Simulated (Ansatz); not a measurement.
# H$_{3}$Sn$_{2}$ (doublet): what the fields show

```xyz
5

Sn   -0.3727    0.1548   -2.1006
Sn    0.2274    0.3802    0.5889
H    -0.7898   -1.5262   -1.7205
H     0.8003    1.7944    1.3951
H     0.1348   -0.8032    1.8371
```

Geometry: PBE0-D4/def2-TZVP; core potentials replace the inner electrons of Sn.

These are results of UKS PBE0-D4/def2-TZVP in Ansatz, not measurements.

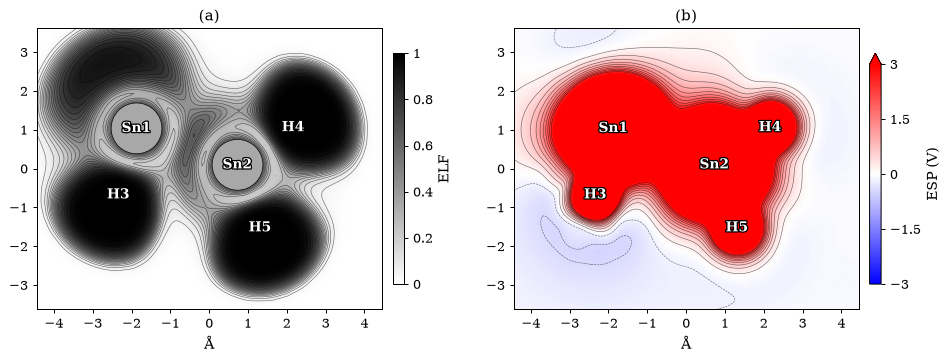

Figure 1. (a) ELF; (b) electrostatic potential on the molecular plane. Grey discs cover the atomic cores in the ELF map.

### Read the bonding off the picture.

The plane passes through Sn and H nuclei. Sn–Sn (2.76 Å): the ELF peaks at about 0.65 between the atoms. Sn–H (1.72 Å): the ELF climbs to about 1 towards the hydrogen. Outside the dense part of the molecule the potential is most negative (−0.5 V) near H3.

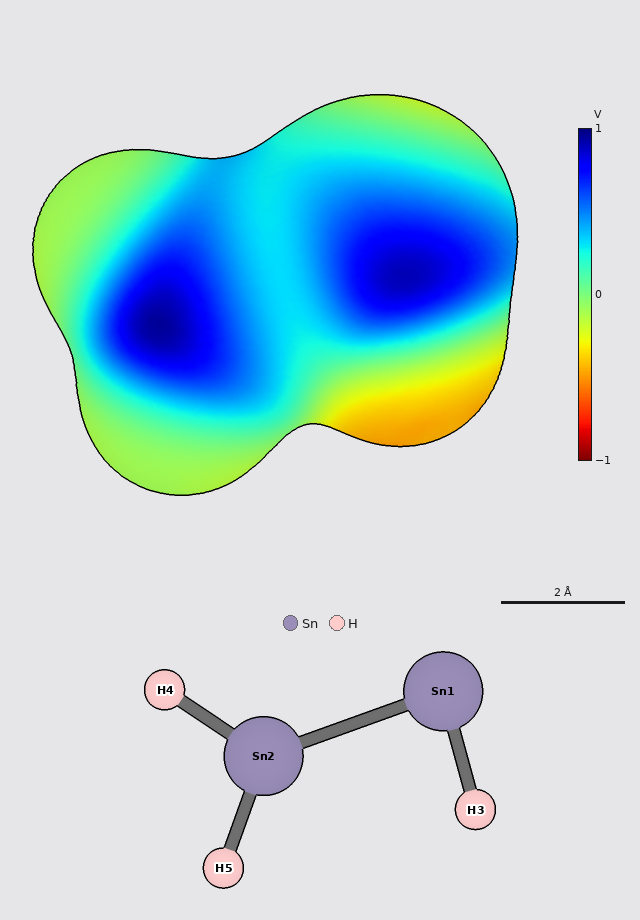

Figure 2. The electrostatic potential painted on the density surface at 0.001 e/bohr³, seen across its widest extent; the colour scale runs from red (negative) to blue (positive). The bare structure is drawn below in the same view.

### Where is the surface potential most negative and most positive?

The most negative region (about −0.5 V) lies over H3, the most positive (about +0.9 V) over Sn1 and Sn2.

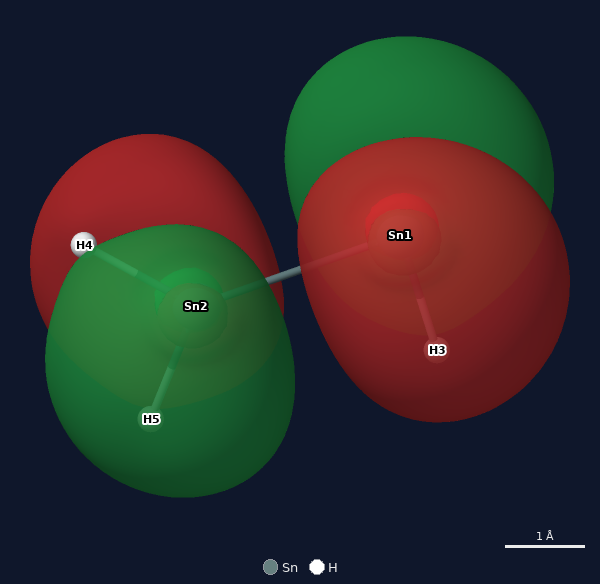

Figure 3. The LUMO (α) at ±0.05 Å⁻³ᐟ² (green and red are the two phases), seen at a tilt.

### What is the character of this orbital?

It lies mainly on Sn1 (about 55 %) and Sn2 (about 40 %); it changes sign across the molecular plane (π type); π-antibonding (a node) across Sn1–Sn2. Its energy is −2.54 eV.

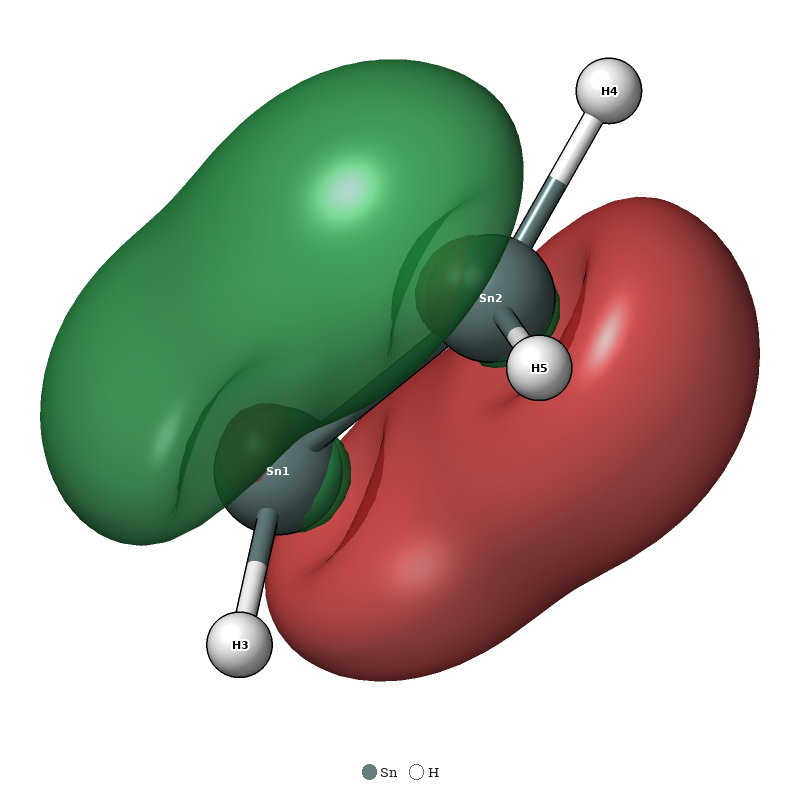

Figure 4. One frontier orbital at ±0.1 Å⁻³ᐟ² (green and red are the two phases), seen at an oblique angle.

### Which orbital is it: HOMO (α) or LUMO (α)?

The HOMO (α), at −5.71 eV. Its weight (Hirshfeld) is mainly on Sn2 (about 55 %) and Sn1 (about 40 %); it changes sign across the molecular plane (π type); π-bonding across Sn1–Sn2.
